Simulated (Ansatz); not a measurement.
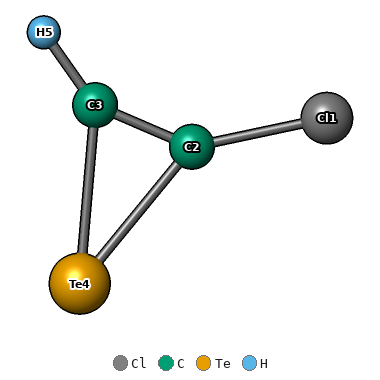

The system is C2HClTe, SMILES ClC1=C[Te]1; the picture shows the reference structure. 
- First axis: bond length C3–H5. Second axis: angle H5–C3–Te4.
- Nothing is relaxed (all other coordinates rigid).
- Grid: 9 × 9 points.
- Points are written as (first, second).
- All energies are given in kcal/mol relative to the relaxed molecule at the same level.
- The calculation used RKS wB97X-V/def2-SVP (Ansatz 0.2.0).

Its coordinates:

```xyz
5

Cl   -0.0250   -1.3728    1.7255
C    -0.1642   -0.3783    0.3738
C     0.4567    0.4527   -0.3889
Te   -1.5915    0.2363   -1.1282
H     1.3739    0.9884   -0.6237
```

Range: bond length C3–H5 from 0.957 to 1.360 Å; angle H5–C3–Te4 from 94.9 to 179.0°.

Question: What landscape does the calculation give?

Answer: The lowest grid point is at (1.108 Å, 137.0°), 0.26 kcal/mol from the relaxed molecule at the same level. No other kind of well shows on this grid. The highest grid point, (1.360 Å, 94.9°), lies 39.6 kcal/mol above the lowest. Round the minimum the two coordinates are nearly uncoupled.

```
angle H5–C3–Te4 ↓, bond length C3–H5 →  0.957  1.008  1.058  1.108  1.159  1.209  1.259  1.310  1.360
                                 179.0   27.6   20.8   17.5   16.7   17.8   20.4   24.0   28.4   33.3
                                 168.5   19.1   12.5    9.4    8.8   10.1   12.9   16.7   21.4   26.5
                                 158.0   13.4    6.9    4.0    3.5    5.0    8.0   12.0   16.8   22.1
                                 147.5   10.3    3.9    1.0    0.7    2.4    5.5    9.6   14.6   20.0
                                 137.0    9.5    3.2    0.5    0.3    2.0    5.2    9.5   14.6   20.1
                                 126.4   11.0    4.8    2.1    2.0    3.9    7.2   11.5   16.7   22.4
                                 115.9   14.5    8.4    5.8    5.8    7.7   11.1   15.6   20.9   26.6
                                 105.4   19.8   13.8   11.2   11.3   13.4   16.8   21.4   26.7   32.6
                                  94.9   26.6   20.6   18.1   18.2   20.3   23.8   28.4   33.9   39.8
```

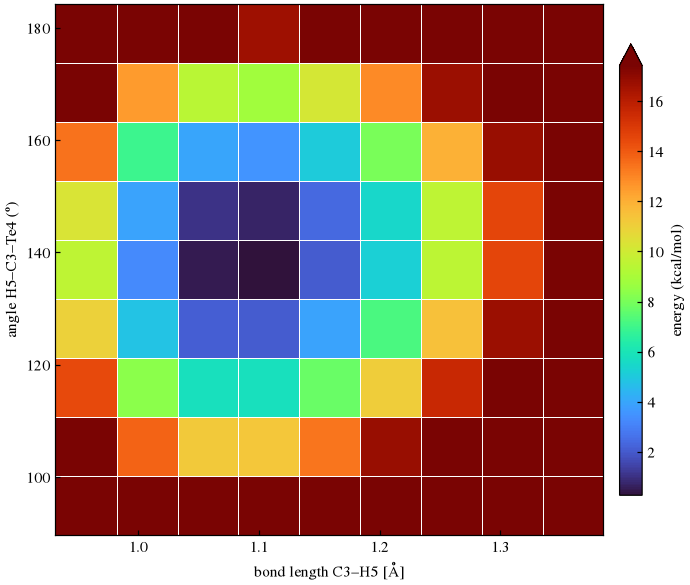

The picture shows one coloured cell a grid point, one colour for all values above the top of the scale.

Each point was launched as `ansatz run input.yaml --threads 1 --pin off --max-ram 2560MiB --backend cpu --events-out ev --progress --plain --runs-dir out`. Time for the 81 points that were run: 9.6 min on 1 thread of Intel(R) Xeon(R) 6975P-C (Granite Rapids) (shared host).
